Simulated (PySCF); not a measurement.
```yaml
atoms:
  - { symbol: Si, position_ang: [-0.0284, 1.7098, -0.3891] }
  - { symbol: C, position_ang: [-0.0568, 3.4985, -0.7895] }
  - { symbol: O, position_ang: [-1.5183, 0.9675, -0.5777] }
  - { symbol: Si, position_ang: [-1.6070, -0.6692, -0.2320] }
  - { symbol: C, position_ang: [-3.2817, -1.3807, -0.4581] }
  - { symbol: O, position_ang: [-1.0388, -0.8228, 1.3359] }
  - { symbol: Si, position_ang: [0.4871, -0.2146, 1.6629] }
  - { symbol: C, position_ang: [1.0041, -0.4385, 3.4076] }
  - { symbol: O, position_ang: [0.4341, 1.3910, 1.1886] }
  - { symbol: O, position_ang: [1.5056, -0.9670, 0.5666] }
  - { symbol: Si, position_ang: [1.1255, -0.8192, -1.0582] }
  - { symbol: C, position_ang: [2.3120, -1.6802, -2.1592] }
  - { symbol: O, position_ang: [1.0279, 0.8286, -1.3450] }
  - { symbol: O, position_ang: [-0.4442, -1.3861, -1.2013] }
  - { symbol: H, position_ang: [0.9409, 3.9377, -0.6445] }
  - { symbol: H, position_ang: [-0.7704, 4.0220, -0.1369] }
  - { symbol: H, position_ang: [-0.3596, 3.6491, -1.8359] }
  - { symbol: H, position_ang: [-3.5676, -1.3615, -1.5198] }
  - { symbol: H, position_ang: [-4.0210, -0.8052, 0.1176] }
  - { symbol: H, position_ang: [-3.2973, -2.4230, -0.1075] }
  - { symbol: H, position_ang: [0.2403, -0.0337, 4.0872] }
  - { symbol: H, position_ang: [1.9534, 0.0856, 3.5909] }
  - { symbol: H, position_ang: [1.1433, -1.5066, 3.6292] }
  - { symbol: H, position_ang: [3.3283, -1.2912, -2.0003] }
  - { symbol: H, position_ang: [2.0361, -1.5247, -3.2123] }
  - { symbol: H, position_ang: [2.3110, -2.7597, -1.9494] }
```

Geometry: PBE0-D3(BJ)/def2-SVP.

Computed with PBE0/pcSseg-1, SCF density, gas phase, non-relativistic (PySCF).

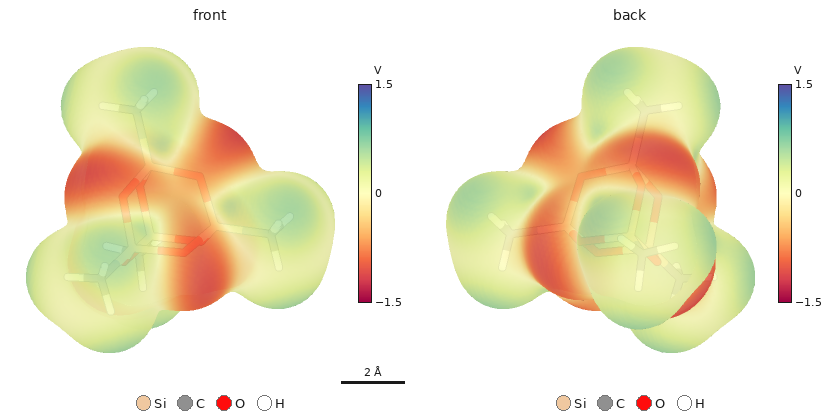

C₄H₁₂O₆Si₄. The electrostatic potential painted on the density surface at 0.001 e/bohr³, seen from the front and from behind; red is negative and blue positive.

**Which sites attract a positive test charge, and which a negative one?**

A positive charge is drawn to the negative regions and a negative charge to the positive ones. The most negative region (about −1.1 V) lies over the O atoms, the most positive (about +0.6 V) over the H atoms.
